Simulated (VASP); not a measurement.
Band structure of K$_{2}$S (antifluorite). Calculation: AM05 GGA, VASP's PBE PAW potentials (set 64) (plane waves; VASP).

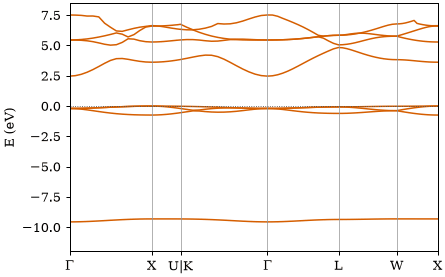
Fig. 1. Bands along high-symmetry lines, zero at the valence-band maximum or, without a gap, the Fermi level

**Question.** Read the plot: is there a gap, and where are the band edges?

**Answer.** The gap is indirect, 2.47 eV, from the valence maximum at X to the conduction minimum at Γ. (Edges off the drawn lines would not show.)

The compound is K2S in the antifluorite structure. The cell was not relaxed at this level.
